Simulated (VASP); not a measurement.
Band structure of MgZr (space group P4/mmm). Level of theory: LDA (Ceperley-Alder, Perdew-Zunger) with spin-orbit coupling, VASP's LDA PAW potentials (set 64) (plane waves; VASP 6.6.1).

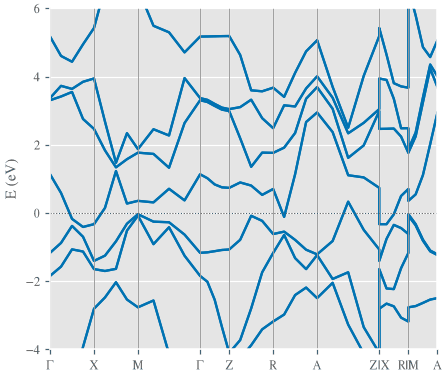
Bands along high-symmetry lines, zero at the valence-band maximum or, without a gap, the Fermi level

Task: Read the plot: is there a gap, and where are the band edges?

Result: It has no gap at this level: it comes out as a metal or semimetal.

The structure comes from a computed database's MgZr entry (P4/mmm); how it stands against other phases isn't given here. It was relaxed first, which changed the volume by -7 %.
